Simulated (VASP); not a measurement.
Band structure of YSi (relaxed from the WC structure, space group P-6m2). All values below come from PBEsol GGA, VASP's PBE PAW potentials (set 64) (plane waves; VASP).

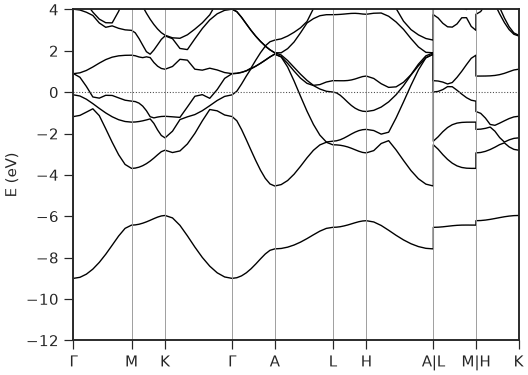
Bands along high-symmetry lines, zero at the valence-band maximum or, without a gap, the Fermi level

**Question.** Read the plot: is there a gap, and where are the band edges?

**Answer.** It has no gap at this level: it comes out as a metal or semimetal. (Edges off the drawn lines would not show.)

The structure was generated: YSi was put into the WC type (P-6m2), which need not be its known phase. It was relaxed first. The electron count is odd and the run is not spin-polarised, which forces a metal.
